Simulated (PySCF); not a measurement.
# C2H8AlCl3N4O2: one change and its effect

System: C2H8AlCl3N4O2.
Method of run 1: GIAO PBE0/pcSseg-1 NMR shielding, non-relativistic, gas phase (PySCF 2.14.0).

The geometry comes from this level: PBE0-D3(BJ)/def2-SVP. Text and figures count atoms from 1; the logs count them from 0 in places.

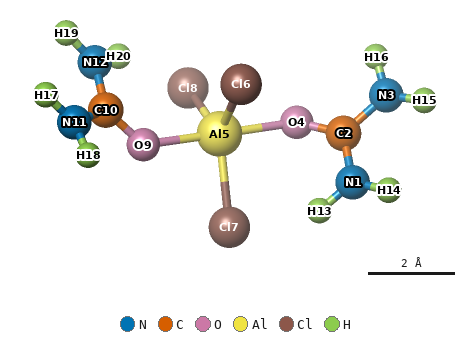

**Figure 1.** The structure (ball-and-stick view, seen at a tilt; atoms are numbered from 1 in the order of the input). Sticks mark near contacts. Bond lengths as drawn: Al–Cl 2.20 Å, Al–O 1.94 Å, C–N 1.34 to 1.35 Å, C–O 1.25 Å and H–N 1.01 to 1.02 Å.

### The input, run 1
```
{"job": {"kind": "nmr", "xc": "PBE0", "basis": "pcSseg-1", "pop": false}, "charge": 0, "multiplicity": 1}
N      2.959617    -0.599961     1.401754
C      2.858308    -0.071596     0.178432
N      3.803130     0.788548    -0.248643
O      1.930088    -0.378257    -0.603231
Al     0.032569    -0.601548    -0.267596
Cl    -0.011725     1.430604     0.572148
Cl     0.385319    -2.343672     1.033261
Cl    -0.277098    -0.852601    -2.431518
O     -1.859308    -0.766176     0.121419
C     -2.847318    -0.082767    -0.227540
N     -3.826747     0.141337     0.671843
N     -2.977902     0.394217    -1.468418
H      2.240816    -1.282622     1.658483
H      3.646484    -0.295534     2.074075
H      4.550109     1.117385     0.343786
H      3.613906     1.272388    -1.115364
H     -4.609899     0.747915     0.481772
H     -3.621086    -0.104053     1.630409
H     -3.742083     0.988875    -1.748918
H     -2.231271     0.150918    -2.126052
```

The first line tells a small driver script what to run in PySCF; the rest is the geometry in Å.

Hardware: 8 threads of Arm Neoverse N1, 98 GiB of memory available, shared host.

### Output (run 1)
```
coarse grid: 20048 points
cycle   1  E = -2072.3863598831  dE =  1.916e+00  |g| = 1.111e+00  |ddm| = 4.052e+00
cycle   2  E = -2072.0104414258  dE =  3.759e-01  |g| = 1.839e+00  |ddm| = 2.188e+00
cycle   3  E = -2072.6144682386  dE = -6.040e-01  |g| = 3.051e-01  |ddm| = 1.469e+00
cycle   4  E = -2072.6330417308  dE = -1.857e-02  |g| = 6.448e-02  |ddm| = 2.781e-01
cycle   5  E = -2072.6337552537  dE = -7.135e-04  |g| = 2.174e-02  |ddm| = 5.274e-02
cycle   6  E = -2072.6338573620  dE = -1.021e-04  |g| = 3.601e-03  |ddm| = 1.963e-02
cycle   7  E = -2072.6338592889  dE = -1.927e-06  |g| = 1.054e-03  |ddm| = 2.794e-03
final grid: 178904 points
cycle   8  E = -2072.7068891533  dE = -4.804e-05  |g| = 1.524e-02  |ddm| = 2.584e-02
cycle   9  E = -2072.7068139942  dE =  7.516e-05  |g| = 2.513e-02  |ddm| = 2.326e-02
cycle  10  E = -2072.7069285981  dE = -1.146e-04  |g| = 2.317e-03  |ddm| = 1.671e-02
cycle  11  E = -2072.7069295972  dE = -9.990e-07  |g| = 4.224e-04  |ddm| = 2.081e-03
cycle  12  E = -2072.7069296290  dE = -3.184e-08  |g| = 1.051e-04  |ddm| = 3.156e-04
cycle  13  E = -2072.7069296309  dE = -1.911e-09  |g| = 3.566e-05  |ddm| = 9.572e-05
cycle  14  E = -2072.7069296312  dE = -2.483e-10  |g| = 1.123e-05  |ddm| = 2.784e-05
converged SCF energy = -2072.7069296312

GIAO shielding tensors (ppm)
atom      isotropic    diamagn.    paramagn.     s11        s22        s33       span
  0 N      163.317     323.070    -159.754     92.167    179.992    217.791    125.624
  1 C       21.815     246.322    -224.507    -28.668     -4.934     99.047    127.715
  2 N      170.277     320.418    -150.141    105.560    159.127    246.145    140.585
  3 O       88.279     405.410    -317.130    -14.670      0.398    279.110    293.780
  4 Al     511.127     792.983    -281.856    418.192    551.134    564.053    145.861
  5 Cl     963.866    1155.211    -191.345    874.441    942.679   1074.478    200.037
  6 Cl     928.321    1151.596    -223.274    849.710    917.098   1018.157    168.447
  7 Cl     930.993    1151.635    -220.642    852.585    919.419   1020.975    168.390
  8 O       89.233     405.656    -316.423    -14.792      3.923    278.568    293.361
  9 C       22.301     246.072    -223.771    -27.840     -4.120     98.863    126.703
 10 N      171.013     320.481    -149.468    107.305    158.876    246.859    139.554
 11 N      163.403     322.915    -159.512     92.375    180.013    217.822    125.447
 12 H       23.240      32.746      -9.506     11.565     22.279     35.878     24.313
 13 H       27.239      29.515      -2.276     22.131     24.911     34.674     12.543
 14 H       27.554      28.218      -0.664     22.045     24.710     35.908     13.862
 15 H       27.145      31.700      -4.556     21.304     25.578     34.552     13.249
 16 H       27.597      28.265      -0.669     22.072     24.787     35.930     13.858
 17 H       27.191      31.808      -4.617     21.333     25.641     34.600     13.267
 18 H       27.237      29.272      -2.035     22.031     24.966     34.713     12.682
 19 H       23.154      32.733      -9.580     11.292     22.136     36.033     24.741
```

For run 2 the input was changed thus:
```diff
-"xc": "PBE0"
+"xc": "KT2"
```

Predict how the results change.

The total energies belong to different methods, so their difference says nothing on which is more stable or more accurate. The HOMO goes from −7.53 to −6.20 eV. The LUMO goes from 0.42 to −0.54 eV. The dipole moment goes from 5.47 to 5.26 D. Of all shieldings, the largest change is that of Cl7 and Cl8, by −23.4 ppm. The functional changes from PBE0 to KT2. Exact exchange removes part of the self-interaction error of semilocal functionals, which pushes filled and empty levels apart. The SCF takes 16 iterations against 14. On the same kind of shared host run 2 took about 0.62 times as long.

### Output (run 2)
```
coarse grid: 20048 points
cycle   1  E = -2092.7984056693  dE =  1.860e+00  |g| = 1.341e+00  |ddm| = 4.091e+00
cycle   2  E = -2091.2810846073  dE =  1.517e+00  |g| = 2.980e+00  |ddm| = 3.764e+00
cycle   3  E = -2093.0482916774  dE = -1.767e+00  |g| = 6.787e-01  |ddm| = 3.140e+00
cycle   4  E = -2093.1480975997  dE = -9.981e-02  |g| = 1.439e-01  |ddm| = 6.649e-01
cycle   5  E = -2093.1515812330  dE = -3.484e-03  |g| = 6.049e-02  |ddm| = 1.264e-01
cycle   6  E = -2093.1523771194  dE = -7.959e-04  |g| = 1.265e-02  |ddm| = 5.436e-02
cycle   7  E = -2093.1524094529  dE = -3.233e-05  |g| = 4.888e-03  |ddm| = 1.286e-02
cycle   8  E = -2093.1524145594  dE = -5.107e-06  |g| = 1.671e-03  |ddm| = 5.293e-03
final grid: 178904 points
cycle   9  E = -2093.2282618795  dE = -4.783e-04  |g| = 2.945e-02  |ddm| = 6.171e-02
cycle  10  E = -2093.2281593063  dE =  1.026e-04  |g| = 3.164e-02  |ddm| = 4.906e-02
cycle  11  E = -2093.2283569743  dE = -1.977e-04  |g| = 8.475e-03  |ddm| = 3.568e-02
cycle  12  E = -2093.2283696872  dE = -1.271e-05  |g| = 3.999e-03  |ddm| = 9.497e-03
cycle  13  E = -2093.2283730508  dE = -3.364e-06  |g| = 4.488e-04  |ddm| = 3.220e-03
cycle  14  E = -2093.2283730872  dE = -3.640e-08  |g| = 1.558e-04  |ddm| = 4.813e-04
cycle  15  E = -2093.2283730918  dE = -4.648e-09  |g| = 4.710e-05  |ddm| = 1.297e-04
cycle  16  E = -2093.2283730923  dE = -5.002e-10  |g| = 1.123e-05  |ddm| = 5.128e-05
converged SCF energy = -2093.2283730923

GIAO shielding tensors (ppm)
atom      isotropic    diamagn.    paramagn.     s11        s22        s33       span
  0 N      165.969     322.428    -156.460    103.037    176.834    218.035    114.998
  1 C       31.743     249.833    -218.090    -13.592     12.496     96.326    109.918
  2 N      172.862     319.825    -146.963    115.417    156.831    246.338    130.921
  3 O       88.469     406.490    -318.020     -3.284      6.294    262.397    265.681
  4 Al     508.152     797.117    -288.965    416.718    547.771    559.969    143.251
  5 Cl     943.125    1157.338    -214.213    844.368    916.643   1068.365    223.997
  6 Cl     904.964    1153.549    -248.585    819.083    890.500   1005.307    186.224
  7 Cl     907.628    1153.585    -245.957    821.890    892.669   1008.326    186.436
  8 O       89.663     406.776    -317.114     -3.299     10.355    261.933    265.232
  9 C       32.201     249.566    -217.365    -12.748     13.202     96.149    108.897
 10 N      173.545     319.900    -146.354    117.023    156.575    247.038    130.015
 11 N      166.103     322.265    -156.162    103.322    176.868    218.119    114.797
 12 H       23.267      33.101      -9.834     11.564     22.364     35.874     24.311
 13 H       27.301      29.501      -2.200     22.283     24.871     34.748     12.465
 14 H       27.616      28.235      -0.620     22.128     24.710     36.010     13.882
 15 H       27.307      31.900      -4.592     21.706     25.602     34.614     12.908
 16 H       27.659      28.287      -0.627     22.156     24.796     36.026     13.870
 17 H       27.354      32.012      -4.657     21.742     25.663     34.658     12.916
 18 H       27.303      29.243      -1.940     22.187     24.930     34.791     12.604
 19 H       23.183      33.087      -9.904     11.294     22.229     36.028     24.734
```

### The two runs side by side

| quantity | run 1 | run 2 |
| --- | --- | --- |
| outcome | converged | converged |
| total energy (hartree) | −2072.706930 | −2093.228373 |
| HOMO (eV) | −7.53 | −6.20 |
| LUMO (eV) | 0.42 | −0.54 |
| dipole moment (D) | 5.47 | 5.26 |
| shielding of C2 (ppm) | 21.8 | 31.7 |
| shielding of Al5 (ppm) | 511.1 | 508.2 |
| shielding of Cl6 (ppm) | 963.9 | 943.1 |
| shielding of Cl7 (ppm) | 928.3 | 905.0 |
| shielding of Cl8 (ppm) | 931.0 | 907.6 |
| shielding of C10 (ppm) | 22.3 | 32.2 |
| shielding of N12 (ppm) | 163.4 | 166.1 |
| SCF iterations | 14 | 16 |
| basis functions | 272 | 272 |
| wall time (shared host) | 95 s | 59 s |
